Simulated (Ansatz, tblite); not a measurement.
**The cluster Si₂F₂: which isomer is lowest**

Which shape does the cluster Si₂F₂ prefer? Candidates from a tight-binding search are relaxed and compared.

Program: Ansatz 0.2.0, Gaussian basis. Level of theory: relaxed with B3LYP-D4/def2-TZVP, singlet. These are calculated values, not measurements.

## Step 1: Starting geometry

4 atoms, charge 0, spin multiplicity 1.

Atoms are counted from 1 here; the program's logs count them from 0.

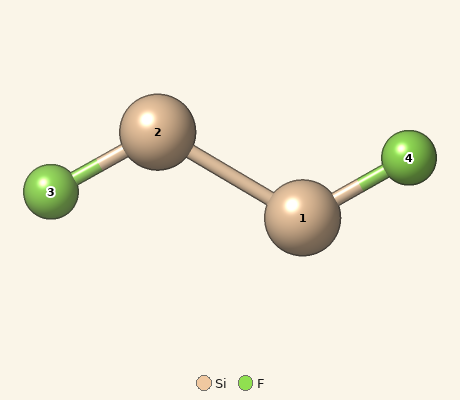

As it starts; silicon light orange, fluorine green; atoms are numbered from 1 in the order of the file.

As a file:

| atom | x (Å) | y (Å) | z (Å) |
| --- | --- | --- | --- |
| Si1 | -0.9139 | -0.4504 | -0.4416 |
| Si2 | 0.9107 | 0.4506 | 0.4395 |
| F3 | 1.7269 | 1.5803 | -0.3719 |
| F4 | -1.7237 | -1.5805 | 0.3740 |

A search from random starts with GFN1-xTB found 3 distinct shapes; 2 go on here. The structure above is candidate A, which lies 0.00 eV above the lowest at that level; B lies 0.20 eV above the lowest at that level.

## Step 2: Relaxing candidate A

in.yaml reads:

```yaml
crystal:
  periodic: [false, false, false]
  atoms:
    - {symbol: Si, position_ang: [-0.913880, -0.450360, -0.441570]}
    - {symbol: Si, position_ang: [0.910670, 0.450550, 0.439480]}
    - {symbol: F, position_ang: [1.726950, 1.580300, -0.371930]}
    - {symbol: F, position_ang: [-1.723740, -1.580480, 0.374020]}
basis:
  gaussian: {orbitals: def2-TZVP}
hamiltonian: {xc: {name: B3LYP}, dispersion: d4}
scf: {lower_state_search: "off"}
output: {orbitals: {seedname: orbitals}}
relax: {f_tol: 0.02, max_steps: 100}
```

Command:

```console
> ansatz run in.yaml --threads 4 --pin off --events-out ev --progress --plain --max-ram 3916MiB
```

The log of the run, cut to the lines that bear on the results:

```text
Functional definition: B3LYP
  name "B3LYP"
  cite "Stephens, Devlin, Chabalowski & Frisch, J. Phys. Chem. 98, 11623 (1994) doi:10.1021/j100096a001"
  cite "Becke, Phys. Rev. A 38, 3098 (1988) doi:10.1103/PhysRevA.38.3098"
  cite "Lee, Yang & Parr, Phys. Rev. B 37, 785 (1988) doi:10.1103/PhysRevB.37.785"
  cite "Vosko, Wilk & Nusair, Can. J. Phys. 58, 1200 (1980) doi:10.1139/p80-159"
[...]
834 factors; their error is unknown
[...]
mean field -21192.60721986 eV, -778.8139504648 hartree, gradient 3.0e-6 eV, S^2 0.000000; 0 other end points of the search recorded, 0 dependent functions left out
[...]
reference -21192.60741766 eV, -778.8139577337 hartree; 23, 23 occupied and 113, 113 virtual orbitals, 834 factors
relax step   1: F+E_penalty+E_count = -21192.77031748 eV  Δ(F+E_penalty+E_count) = +0.000e0 eV  max|allowed force component| = 1.980e-1 eV/Å  Δτ_max = 0.0000 Å  (17 SCF iters, accepted)
[...]
relax step   2: F+E_penalty+E_count = -21192.77164559 eV  Δ(F+E_penalty+E_count) = -1.328e-3 eV  max|allowed force component| = 9.253e-2 eV/Å  Δτ_max = 0.0062 Å  (25 SCF iters, accepted)
[...]
relax step   3: F+E_penalty+E_count = -21192.77201780 eV  Δ(F+E_penalty+E_count) = -3.722e-4 eV  max|allowed force component| = 6.764e-3 eV/Å  Δτ_max = 0.0037 Å  (23 SCF iters, accepted)
Total energy: -21192.77221587 eV, -778.8200139564 hartree
Atom 0 at    -0.919079    -0.454737    -0.441989 Å, force    -0.002625    -0.004778     0.004459 eV/Å
Atom 1 at     0.919088     0.454901     0.442321 Å, force     0.003963     0.006764    -0.006084 eV/Å
Atom 2 at     1.727807     1.582021    -0.372763 Å, force    -0.004368    -0.006582     0.005257 eV/Å
Atom 3 at    -1.727816    -1.582175     0.372430 Å, force     0.003030     0.004596    -0.003633 eV/Å
Dipole moment:    -0.000055    -0.000169     0.000025 e Å
Checks for a lower state left out: stability, starts, cluster_reference, orbital_swaps, neighbouring_geometries, increment
```

Wall time 5 s (4 threads of Arm Neoverse V1, shared host).

Step by step:

| step | energy from step 1 (eV) | largest force component (eV/Å) |
| --- | --- | --- |
| 1 | 0.0000 | 0.1980 |
| 2 | -0.0013 | 0.0925 |
| 3 | -0.0017 | 0.0068 |

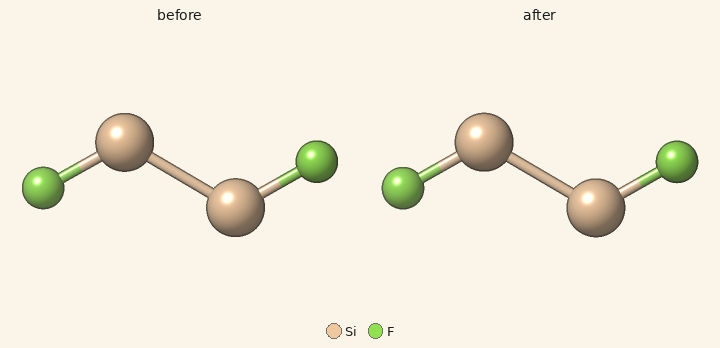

Before and after, at one scale.

Close pairs (by a distance rule), those that changed most:

| bond | before (Å) | after (Å) | change (Å) |
| --- | --- | --- | --- |
| Si1–Si2 | 2.217 | 2.233 | +0.016 |
| Si2–F3 | 1.613 | 1.609 | -0.004 |
| Si1–F4 | 1.612 | 1.609 | -0.003 |

## Step 3: Relaxing candidate B

in.yaml reads:

```yaml
crystal:
  periodic: [false, false, false]
  atoms:
    - {symbol: Si, position_ang: [1.068360, -0.084330, -0.456130]}
    - {symbol: Si, position_ang: [-1.103290, -0.009130, 0.371390]}
    - {symbol: F, position_ang: [2.648050, -0.046730, -0.954980]}
    - {symbol: F, position_ang: [-2.613120, 0.140190, 1.039730]}
basis:
  gaussian: {orbitals: def2-TZVP}
hamiltonian: {xc: {name: B3LYP}, dispersion: d4}
scf: {lower_state_search: "off"}
output: {orbitals: {seedname: orbitals}}
relax: {f_tol: 0.02, max_steps: 100}
```

Same command.

The log of the run, cut to the lines that bear on the results:

```text
Functional definition: B3LYP
  name "B3LYP"
  cite "Stephens, Devlin, Chabalowski & Frisch, J. Phys. Chem. 98, 11623 (1994) doi:10.1021/j100096a001"
  cite "Becke, Phys. Rev. A 38, 3098 (1988) doi:10.1103/PhysRevA.38.3098"
  cite "Lee, Yang & Parr, Phys. Rev. B 37, 785 (1988) doi:10.1103/PhysRevB.37.785"
  cite "Vosko, Wilk & Nusair, Can. J. Phys. 58, 1200 (1980) doi:10.1139/p80-159"
[...]
834 factors; their error is unknown
[...]
mean field -21191.23103961 eV, -778.7633767735 hartree, gradient 2.3e-6 eV, S^2 0.000000; 0 other end points of the search recorded, 0 dependent functions left out
[...]
reference -21191.23125320 eV, -778.7633846225 hartree; 23, 23 occupied and 113, 113 virtual orbitals, 834 factors
[...]
relax step  16: F+E_penalty+E_count = -21193.03509056 eV  Δ(F+E_penalty+E_count) = -3.818e-4 eV  max|allowed force component| = 8.712e-2 eV/Å  Δτ_max = 0.0510 Å  (21 SCF iters, accepted)
[...]
relax step  17: F+E_penalty+E_count = -21193.03585518 eV  Δ(F+E_penalty+E_count) = -7.646e-4 eV  max|allowed force component| = 1.248e-2 eV/Å  Δτ_max = 0.0183 Å  (21 SCF iters, accepted)
Total energy: -21193.03606313 eV, -778.8297101642 hartree
Atom 0 at     1.053055    -0.840381    -0.377734 Å, force     0.009827     0.007856    -0.003132 eV/Å
Atom 1 at    -1.356800     0.047139    -0.347103 Å, force    -0.004744     0.001369     0.012475 eV/Å
Atom 2 at     1.590618     0.698214    -0.566792 Å, force    -0.001794    -0.009847     0.001010 eV/Å
Atom 3 at    -1.286872     0.095029     1.291640 Å, force    -0.003289     0.000622    -0.010353 eV/Å
Dipole moment:    -0.093259    -0.243691    -0.223517 e Å
Checks for a lower state left out: stability, starts, cluster_reference, orbital_swaps, neighbouring_geometries, increment
```

It took 23 s on 4 threads of Arm Neoverse V1, shared host.

Along the way:

| step | energy from step 1 (eV) | largest force component (eV/Å) |
| --- | --- | --- |
| 1 | 0.0000 | 2.6496 |
| 2 | -0.2842 | 1.7714 |
| 3 | -0.6134 | 0.3530 |
| 4 | -0.7611 | 1.4698 |
| 5 | -0.9797 | 0.7325 |
| 6 | -1.1132 | 0.5838 |
| 7 | -1.2571 | 0.4299 |
| 8 | -1.3677 | 0.3989 |
| 9 | -1.4553 | 0.3749 |
| 10 | -1.4717 | 0.2841 |
| 11 | -1.5271 | 0.5558 |
| 12 | -1.5627 | 0.4166 |
| 13 | -1.5762 | 0.9723 |
| 14 | -1.6538 | 0.1689 |
| 15 | -1.6575 | 0.0890 |
| 16 | -1.6579 | 0.0871 |
| 17 | -1.6587 | 0.0125 |

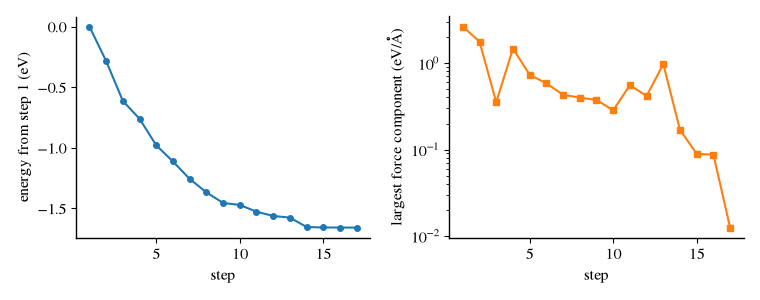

Energy and largest force along the relaxation.

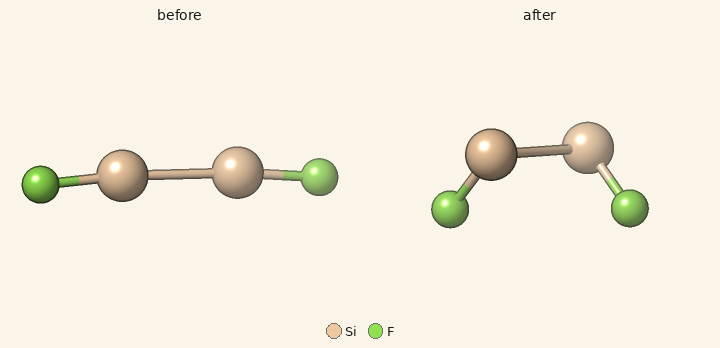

The geometry before (left) and after (right).

Distances of close pairs at the start and the end, largest changes first:

| bond | before (Å) | after (Å) | change (Å) |
| --- | --- | --- | --- |
| Si1–Si2 | 2.325 | 2.568 | +0.243 |
| Si2–F4 | 1.658 | 1.641 | -0.017 |
| Si1–F3 | 1.657 | 1.641 | -0.016 |

## Step 4: The relaxed candidates

| candidate | point group | bonds (count, mean Å) | energy above the lowest (eV) |
| --- | --- | --- | --- |
| A | C2h | F–Si 2, 1.61; Si–Si 1, 2.23 | 0.264 |
| B | C2 | F–Si 2, 1.64; Si–Si 1, 2.57 | 0.000 |

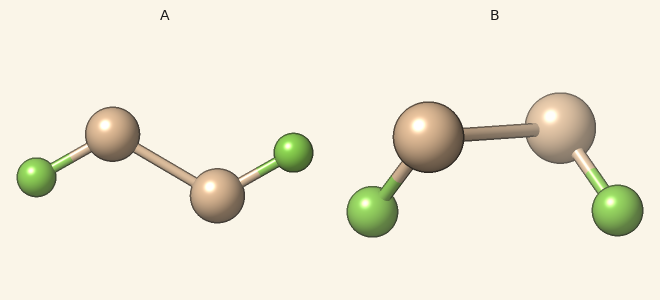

The candidates after relaxation.

## Step 5: Candidate A, GFN1-xTB

Tight binding, by tblite at 300 K electronic temperature and without a spin-polarisation term:

```python
tblite.interface.Calculator('GFN1-xTB', numbers, positions, charge=0, uhf=0).singlepoint()
```

Energy -380.5865 eV, HOMO -8.17 eV, LUMO -7.54 eV; 0.003 s.

## Step 6: Candidate A, GFN2-xTB

Tight binding, by tblite at 300 K electronic temperature and without a spin-polarisation term:

```python
tblite.interface.Calculator('GFN2-xTB', numbers, positions, charge=0, uhf=0).singlepoint()
```

Energy -351.9060 eV, HOMO -7.41 eV, LUMO -6.93 eV; 0.003 s.

## Step 7: Candidate A, PBE0-D4/def2-TZVP

start.molden holds the orbitals of an earlier run on this state, given as this run's starting guess.

in.yaml reads:

```yaml
crystal:
  periodic: [false, false, false]
  atoms:
    - {symbol: Si, position_ang: [-0.919079, -0.454737, -0.441989]}
    - {symbol: Si, position_ang: [0.919088, 0.454901, 0.442321]}
    - {symbol: F, position_ang: [1.727807, 1.582021, -0.372763]}
    - {symbol: F, position_ang: [-1.727816, -1.582175, 0.372430]}
basis:
  gaussian: {orbitals: def2-TZVP, initial_orbitals: start.molden}
hamiltonian: {xc: pbe0, dispersion: d4}
scf: {omitted_lower_state_checks: [starts]}
output: {orbitals: {seedname: orbitals}}
```

The command is unchanged.

The log of the run:

```text
Functional definition: PBE0
  name "PBE0"
  cite "Adamo & Barone, J. Chem. Phys. 110, 6158 (1999) doi:10.1063/1.478522"
  cite "Perdew, Burke & Ernzerhof, Phys. Rev. Lett. 77, 3865 (1996) doi:10.1103/PhysRevLett.77.3865"
  parent pbe
  parameter a = 0.25
  parameter kappa = 0.804
  parameter beta = 0.06672455060314922
  exchange = (1 - a)*pbe_x(kappa = kappa, mu = beta*pi^2/3) + a*exact_x
  correlation = pbe_c(beta = beta)
these checks for a lower state are left out or cut short: starts
848 factors; their error is unknown
mean field evaluation 1: about -21138.3060 eV, gradient 1.0e2 eV
mean field evaluation 2: about -21165.4245 eV, gradient 3.5e1 eV
mean field evaluation 4: about -21178.9455 eV, gradient 8.3e0 eV
mean field evaluation 8: about -21179.6654 eV, gradient 1.5e-1 eV
mean field -21179.66547893 eV, -778.3383502578 hartree, gradient 1.2e-5 eV, S^2 0.000000; 0 other end points of the search recorded, 0 dependent functions left out
reference -21179.66550242 eV, -778.3383511210 hartree; 23, 23 occupied and 113, 113 virtual orbitals, 848 factors
Total energy: -21179.74842767 eV, -778.3413985679 hartree
Checks for a lower state left out: starts
```

Run time: 1.8 s. Hardware: 4 threads of Arm Neoverse V1, shared host.

From the report: HOMO -5.72 eV, LUMO -3.95 eV.

## Step 8: Candidate A, PBE-D4/def2-TZVP

Changes to in.yaml since step 7:

```diff
@@ -9,4 +9,4 @@
   gaussian: {orbitals: def2-TZVP, initial_orbitals: start.molden}
-hamiltonian: {xc: pbe0, dispersion: d4}
+hamiltonian: {xc: pbe, dispersion: d4}
 scf: {omitted_lower_state_checks: [starts]}
-output: {orbitals: {seedname: orbitals}}
+output: {forces: true, orbitals: {seedname: orbitals}}
```

Same command.

The log of the run, cut to the lines that bear on the results:

```text
Functional definition: PBE
  name "PBE"
  cite "Perdew, Burke & Ernzerhof, Phys. Rev. Lett. 77, 3865 (1996) doi:10.1103/PhysRevLett.77.3865"
  parent pbe
[...]
816 factors; their error is unknown
[...]
mean field -21178.74200665 eV, -778.3044132773 hartree, gradient 2.4e-5 eV, S^2 0.000000; 0 other end points of the search recorded, 0 dependent functions left out
[...]
reference -21178.74203786 eV, -778.3044144243 hartree; 23, 23 occupied and 113, 113 virtual orbitals, 816 factors
Total energy: -21178.84024230 eV, -778.3080233710 hartree
Atom 0 at    -0.919079    -0.454737    -0.441989 Å, force     0.233133     0.311989    -0.213463 eV/Å
Atom 1 at     0.919088     0.454901     0.442321 Å, force    -0.231662    -0.309968     0.211883 eV/Å
Atom 2 at     1.727807     1.582021    -0.372763 Å, force     0.217246     0.302833    -0.218817 eV/Å
Atom 3 at    -1.727816    -1.582175     0.372430 Å, force    -0.218717    -0.304854     0.220396 eV/Å
Dipole moment:    -0.000075    -0.000129     0.000040 e Å
Checks for a lower state left out: starts
```

Wall time 0.85 s (4 threads of Arm Neoverse V1, shared host).

HOMO -4.82 eV, LUMO -4.58 eV.

## Step 9: Candidate A, r2SCAN-D4/def2-TZVP

Changes to in.yaml since step 8:

```diff
@@ -9,4 +9,4 @@
   gaussian: {orbitals: def2-TZVP, initial_orbitals: start.molden}
-hamiltonian: {xc: pbe, dispersion: d4}
+hamiltonian: {xc: r2scan, dispersion: d4}
 scf: {omitted_lower_state_checks: [starts]}
-output: {forces: true, orbitals: {seedname: orbitals}}
+output: {orbitals: {seedname: orbitals}}
```

Same command.

The log of the run:

```text
Functional definition: r2SCAN
  name "r2SCAN"
  cite "Furness, Kaplan, Ning, Perdew & Sun, J. Phys. Chem. Lett. 11, 8208 (2020) doi:10.1021/acs.jpclett.0c02405"
  cite "Furness, Kaplan, Ning, Perdew & Sun, J. Phys. Chem. Lett. 11, 9248 (2020) doi:10.1021/acs.jpclett.0c03077"
  parent r2scan
  parameter k0 = 0.174
  parameter k1 = 0.065
  parameter a1 = 4.9479
  exchange = r2scan_x(k0 = k0, k1 = k1, a1 = a1)
  correlation = r2scan_c
these checks for a lower state are left out or cut short: starts
816 factors; their error is unknown
mean field evaluation 1: about -21187.8630 eV, gradient 6.7e0 eV
mean field evaluation 2: about -21187.9011 eV, gradient 6.8e-2 eV
mean field evaluation 4: about -21187.8854 eV, gradient 7.5e-5 eV
mean field -21187.88542773 eV, -778.6404278045 hartree, gradient 2.0e-5 eV, S^2 0.000000; 0 other end points of the search recorded, 0 dependent functions left out
reference -21187.88543734 eV, -778.6404281575 hartree; 23, 23 occupied and 113, 113 virtual orbitals, 816 factors
Total energy: -21187.90605722 eV, -778.6411859242 hartree
Checks for a lower state left out: starts
```

Run time: 1.7 s. Hardware: 4 threads of Arm Neoverse V1, shared host.

From the report: HOMO -5.00 eV, LUMO -4.61 eV.

## Step 10: Candidate A, CAM-B3LYP-D4/def2-TZVP

Changes to in.yaml since step 9:

```diff
@@ -9,3 +9,3 @@
   gaussian: {orbitals: def2-TZVP, initial_orbitals: start.molden}
-hamiltonian: {xc: r2scan, dispersion: d4}
+hamiltonian: {xc: {name: CAM-B3LYP}, dispersion: d4}
 scf: {omitted_lower_state_checks: [starts]}
```

Same command.

The log of the run, cut to the lines that bear on the results:

```text
Functional definition: CAM-B3LYP
  name "CAM-B3LYP"
  cite "Yanai, Tew & Handy, Chem. Phys. Lett. 393, 51 (2004) doi:10.1016/j.cplett.2004.06.011"
  cite "Iikura, Tsuneda, Yanai & Hirao, J. Chem. Phys. 115, 3540 (2001) doi:10.1063/1.1383587"
  cite "Becke, Phys. Rev. A 38, 3098 (1988) doi:10.1103/PhysRevA.38.3098"
  cite "Lee, Yang & Parr, Phys. Rev. B 37, 785 (1988) doi:10.1103/PhysRevB.37.785"
  cite "Vosko, Wilk & Nusair, Can. J. Phys. 58, 1200 (1980) doi:10.1139/p80-159"
[...]
  # Exact exchange under (alpha + beta erf(omega r))/r, Becke's under what is left of 1/r.
[...]
834 factors; their error is unknown
180 factors; integrals over basis functions are off by at most 1.7e-5 eV
[...]
mean field -21190.45640115 eV, -778.7349093350 hartree, gradient 1.0e-5 eV, S^2 0.000000; 0 other end points of the search recorded, 0 dependent functions left out
reference -21190.45649766 eV, -778.7349128817 hartree; 23, 23 occupied and 113, 113 virtual orbitals, 834 factors
Total energy: -21190.54271743 eV, -778.7380814000 hartree
Checks for a lower state left out: starts
```

It took 2.1 s on 4 threads of Arm Neoverse V1, shared host.

HOMO -6.81 eV, LUMO -2.92 eV.

## Step 11: Candidate A, LDA/def2-TZVP

Changes to in.yaml since step 10:

```diff
@@ -9,3 +9,3 @@
   gaussian: {orbitals: def2-TZVP, initial_orbitals: start.molden}
-hamiltonian: {xc: {name: CAM-B3LYP}, dispersion: d4}
+hamiltonian: {xc: lda}
 scf: {omitted_lower_state_checks: [starts]}
```

Launched as before.

The log of the run:

```text
Functional definition: SPW92
  name "SPW92"
  cite "Dirac, Proc. Camb. Phil. Soc. 26, 376 (1930) doi:10.1017/S0305004100016108"
  cite "Slater, Phys. Rev. 81, 385 (1951) doi:10.1103/PhysRev.81.385"
  cite "Perdew & Wang, Phys. Rev. B 45, 13244 (1992) doi:10.1103/PhysRevB.45.13244"
  exchange = slater_x
  correlation = pw_c
these checks for a lower state are left out or cut short: starts
816 factors; their error is unknown
mean field evaluation 1: about -21094.4388 eV, gradient 4.2e1 eV
mean field evaluation 2: about -21094.8166 eV, gradient 6.2e-1 eV
mean field evaluation 4: about -21094.8086 eV, gradient 7.6e-2 eV
mean field -21094.80860743 eV, -775.2199177482 hartree, gradient 2.9e-5 eV, S^2 0.000000; 0 other end points of the search recorded, 0 dependent functions left out
reference -21094.80863673 eV, -775.2199188250 hartree; 23, 23 occupied and 113, 113 virtual orbitals, 816 factors
Total energy: -21094.80863673 eV, -775.2199188250 hartree
Checks for a lower state left out: starts
```

Wall time 0.45 s (4 threads of Arm Neoverse V1, shared host).

HOMO -4.94 eV, LUMO -4.74 eV.

## Step 12: Candidate A, CCSD(T)/def2-TZVPP

Changes to in.yaml since step 11:

```diff
@@ -8,4 +8,4 @@
 basis:
-  gaussian: {orbitals: def2-TZVP, initial_orbitals: start.molden}
-hamiltonian: {xc: lda}
+  gaussian: {orbitals: def2-TZVPP, initial_orbitals: start.molden}
+correlation: {method: ccsd_t}
 scf: {omitted_lower_state_checks: [starts]}
```

The command is unchanged.

The log of the run, cut to the lines that bear on the results:

```text
Functional definition: HF
  name "HF"
  cite "Fock, Z. Phys. 61, 126 (1930) doi:10.1007/BF01340294"
  parent pbe
[...]
917 factors; integrals over basis functions are off by at most 6.1e-4 eV
[...]
mean field -21138.44690436 eV, -776.8235955811 hartree, gradient 5.4e-6 eV, S^2 0.000000; 1 other end points of the search recorded, 0 dependent functions left out; unrestricted orbitals would lower it
[...]
determinant -21138.44690436 eV, -776.8235955811 hartree, with singles and doubles -21158.40577533 eV, -777.5570705609 hartree
determinant -21137.53718083 eV, -776.7901638582 hartree, with singles and doubles -21157.02117458 eV, -777.5061874217 hartree
unrestricted determinant -21139.65372022 eV, -776.8679452461 hartree, S^2 1.3027
12 core orbitals not correlated: weight in the atoms' cores, before any rotation towards them, 1.000 or more for the frozen orbitals, at most 0.000 for the correlated occupied ones
reference -21138.44690436 eV, -776.8235955811 hartree; 11, 11 occupied and 123, 123 virtual orbitals, 917 factors
second order -19.43758731 eV of doubles, -0.00000000 eV of singles
cycle   1  -19.87052598 eV  change    -1.9e0 eV  update   2.6e-2
[...]
cycle  12  -19.91043569 eV  change   -1.4e-6 eV  update   2.1e-5
perturbative correction -0.87021165 eV, -0.0319796884 hartree
Total energy: -21159.22755170 eV, -777.5872702853 hartree
Checks for a lower state left out: starts
```

It took 19 s on 4 threads of Arm Neoverse V1, shared host; peak memory 0.87 GiB.

From the report: Hartree-Fock HOMO -7.54 eV, LUMO -1.04 eV; T1 0.021. Doubts: large T1 diagnostic, restricted state is unstable towards broken spin symmetry.

## Step 13: A against B

The energies of B at these levels come from its own runs, whose logs aren't repeated here.

| level | A above B (eV) | time |
| --- | --- | --- |
| GFN1-xTB | -0.327 | 0.006 s |
| GFN2-xTB | +0.221 | 0.006 s |
| HF/def2-TZVPP† | +0.878 |  |
| LDA/def2-TZVP | -0.099 | 0.9 s |
| PBE-D4/def2-TZVP | +0.007 | 1.6 s |
| r2SCAN-D4/def2-TZVP | -0.068 | 3.3 s |
| PBE0-D4/def2-TZVP | +0.178 | 2.9 s |
| CAM-B3LYP-D4/def2-TZVP | +0.459 | 3.1 s |
| MP2/def2-TZVPP† | +0.050 |  |
| CCSD/def2-TZVPP† | +0.308 |  |
| CCSD(T)/def2-TZVPP† | +0.118 | 32 s |

Times add the two runs; a level without a time comes out of a correlated run. † marks a level with a doubtful state (flagged, unstable, out of aufbau order, or strongly spin-contaminated); such levels are left out of the summary. CCSD(T)/def2-TZVPP is no safe reference here (large T1 diagnostic).

## Step 14: Summary of results

```
                                                         quantity                                         value
A above B, range of the levels free of doubt, tight binding aside                           -0.099 to +0.459 eV
                                          levels that put A lower  GFN1-xTB, LDA/def2-TZVP, r2SCAN-D4/def2-TZVP
```

The levels disagree on A and B: 3 of 7 put A lower. A random search of this size may have missed the true lowest shape. Only singlets are compared; another spin may lie lower and prefer another shape.
